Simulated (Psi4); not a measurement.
**C2F3N (cyanotrifluoromethane): r2SCAN/cc-pVDZ**

Aim: the vertical ionisation energy of C2F3N (cyanotrifluoromethane) at r2SCAN/cc-pVDZ, from 2 runs. 

Program for the calculation: Psi4 1.11.

3 further runs of the same task are left out: 3 that didn't finish.

### Step 1. The structure to begin with

C2F3N has 6 atoms, charge 0, and is taken as a singlet. SMILES: `N#CC(F)(F)F`. The coordinates come from a PBE0-D4/def2-TZVP relaxation.

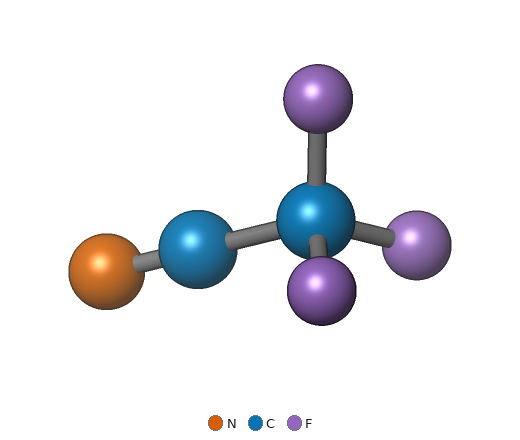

Viewed from a chosen angle; nitrogen orange, carbon blue, fluorine purple.

### Step 2. Energy and gradient at r2SCAN/cc-pVDZ

input.in reads:

```
memory 1.6 GB

molecule mol {
  0 1
  N      1.022100    -1.705100     0.893500
  C      0.486200    -0.810600     0.417800
  C     -0.206400     0.345600    -0.197200
  F     -1.316000    -0.055800    -0.802300
  F      0.581500     0.927000    -1.091500
  F     -0.525200     1.234800     0.733600
  symmetry c1
}

set basis cc-pVDZ
set reference rks
set puream true
set e_convergence 1e-09
set d_convergence 1e-08
set scf_type pk
set dft_radial_points 99
set dft_spherical_points 590

e_tot, wfn = gradient('r2scan', return_wfn=True)
oeprop(wfn, 'WIBERG_LOWDIN_INDICES', 'QUADRUPOLE', 'LOWDIN_CHARGES', title='R2SCAN')
```

On the command line:

```bash
$ psi4 input.in input.out -n 1
```

input.out:

```text
[...]
  Running in c1 symmetry.
[...]
  Nuclear repulsion =  232.270648827243065
[...]
  Multiplicity = 1
[...]
  Nalpha       = 23
  Nbeta        = 23
[...]
    Number of basis functions: 84
[...]
   @RKS iter   1:  -430.13946832336001   -1.90877e-01   7.09474e-03 DIIS/ADIIS
[...]
   @RKS iter  12:  -430.29146439832107   -1.25056e-12   2.01345e-09 DIIS
[...]
    Orbital Energies [Eh]
    ---------------------
    Doubly Occupied:
       1A    -24.575778     2A    -24.575754     3A    -24.575737
       4A    -14.225298     5A    -10.354527     6A    -10.127926
       7A     -1.326365     8A     -1.233918     9A     -1.233895
      10A     -0.922041    11A     -0.753027    12A     -0.634890
      13A     -0.597620    14A     -0.597613    15A     -0.462096
      16A     -0.462087    17A     -0.428615    18A     -0.428606
      19A     -0.427574    20A     -0.400296    21A     -0.364523
      22A     -0.359541    23A     -0.359539
[...]
  @RKS Final Energy:  -430.29146439832107
   => Energetics <=
    Nuclear Repulsion Energy =            232.2706488272430647
    One-Electron Energy =               -1054.5962057490000916
    Two-Electron Energy =                 440.9702518972670191
    DFT Exchange-Correlation Energy =     -48.9361593738311456
    Empirical Dispersion Energy =           0.0000000000000000
    VV10 Nonlocal Energy =                  0.0000000000000000
    Total Energy =                       -430.2914643983210681
[...]
  -Total Gradient:
     Atom            X                  Y                   Z
    ------   -----------------  -----------------  -----------------
       1       -0.019715508791     0.032911190476    -0.017504966163
       2        0.018963281629    -0.031658575269     0.016843057341
       3       -0.004713439842     0.007844547604    -0.004217235624
       4        0.010132932257     0.003914122835     0.005500283934
       5       -0.007385290983    -0.005171087733     0.008129656735
       6        0.002795994577    -0.007993032719    -0.008670516257
[...]
 Multipole Moments:
 ------------------------------------------------------------------------------------
     Multipole            Electronic (a.u.)      Nuclear  (a.u.)        Total (a.u.)
 ------------------------------------------------------------------------------------
 L = 1.  Multiply by 2.5417464519 to convert [e a0] to [Debye]
 Dipole X            :         -1.2590505            0.9986296           -0.2604209
 Dipole Y            :          2.1016434           -1.6670183            0.4346251
 Dipole Z            :         -1.1179099            0.8866248           -0.2312851
 Magnitude           :                                                    0.5569658
 L = 2.  Multiply by 1.3450342976 to convert [e a0^2] to [Debye ang]
 Quadrupole XX       :       -130.7305991          107.0214378          -23.7091613
 Quadrupole XY       :         55.5316526          -53.9103704            1.6212822
[...]
```

Run time: 36 s. Hardware: 1 thread of Intel Xeon Platinum 8488C (Sapphire Rapids), shared host; peak memory 0.91 GiB.

### Step 3. The doublet cation at the same level

input.inp reads:

```
memory 1600 MB

molecule {
  1 2
  N      1.022100    -1.705100     0.893500
  C      0.486200    -0.810600     0.417800
  C     -0.206400     0.345600    -0.197200
  F     -1.316000    -0.055800    -0.802300
  F      0.581500     0.927000    -1.091500
  F     -0.525200     1.234800     0.733600
  symmetry c1
}

set basis cc-pVDZ
set reference uks
set puream true
set e_convergence 1e-09
set d_convergence 1e-08
set scf_type pk
set dft_radial_points 99
set dft_spherical_points 590
set maxiter 200

gradient('r2scan')
```

On the command line:

```bash
$ psi4 input.inp input.out -n 1
```

input.out, cut to the lines that bear on the results:

```text
[...]
  Running in c1 symmetry.
[...]
  Nuclear repulsion =  232.270648827243065
[...]
  Multiplicity = 2
[...]
  Nalpha       = 23
  Nbeta        = 22
[...]
    Number of basis functions: 84
[...]
   @UKS iter   1:  -429.55285419729950    3.95737e-01   7.00441e-03 DIIS/ADIIS
[...]
   @UKS iter  37:  -429.78506321267037    3.41061e-13   6.44394e-09 DIIS
[...]
   @S^2 Observed:                7.673472530E-01
[...]
  @UKS Final Energy:  -429.78506321267037
   => Energetics <=
    Nuclear Repulsion Energy =            232.2706488272430647
    One-Electron Energy =               -1041.9346446667591408
    Two-Electron Energy =                 428.3522950399841420
    DFT Exchange-Correlation Energy =     -48.4733624131384673
    Empirical Dispersion Energy =           0.0000000000000000
    VV10 Nonlocal Energy =                  0.0000000000000000
    Total Energy =                       -429.7850632126703658
[...]
 Multipole Moments:
 ------------------------------------------------------------------------------------
     Multipole            Electronic (a.u.)      Nuclear  (a.u.)        Total (a.u.)
 ------------------------------------------------------------------------------------
 L = 1.  Multiply by 2.5417464519 to convert [e a0] to [Debye]
 Dipole X            :         -0.3467392            0.9986296            0.6518904
 Dipole Y            :          0.5787946           -1.6670183           -1.0882237
 Dipole Z            :         -0.3082183            0.8866248            0.5784065
 Magnitude           :                                                    1.3941829
[...]
  -Total Gradient:
     Atom            X                  Y                   Z
    ------   -----------------  -----------------  -----------------
       1       -0.014738187813     0.024603163298    -0.013093985726
       2        0.000632297456    -0.001058296625     0.000589666290
       3        0.038730554632    -0.064672212467     0.034326103946
       4       -0.005259796372     0.016112452673    -0.005886333795
       5       -0.011418056584     0.012912208147    -0.004986930099
       6       -0.007858877356     0.011928905586    -0.010856027468
[...]
```

Run time: 1.9 min. Hardware: 1 thread of Intel Xeon Platinum 8488C (Sapphire Rapids), shared host; peak memory 0.91 GiB.

### Step 4. Outcome

Level: r2SCAN/cc-pVDZ.

| quantity | value |
| --- | --- |
| singlet C2F3N: total energy | -430.29146 Eh |
| singlet C2F3N: dipole moment | 1.42 D |
| singlet C2F3N: HOMO energy | -9.78 eV |
| singlet C2F3N: LUMO energy | -1.41 eV |
| singlet C2F3N: HOMO–LUMO gap | 8.37 eV |
| singlet C2F3N: largest force on an atom | 2.168 eV/Å |
| doublet cation: total energy | -429.78506 Eh |
| doublet cation: HOMO energy (highest over α and β) | -17.40 eV |
| doublet cation: LUMO energy (lowest over α and β) | -17.34 eV |
| doublet cation: ⟨S²⟩ | 0.767 |
| doublet cation: largest force on an atom | 4.259 eV/Å |
| vertical ionisation energy (to the doublet cation) | 13.780 eV |

In words: The vertical ionisation energy comes to 13.78 eV (318 kcal/mol). The largest force (singlet C2F3N) is 2.17 eV/Å: the shape isn't a stationary point for this species at this level. −ε(HOMO) before ionisation, 9.78 eV, is 4.00 eV below this ionisation energy.
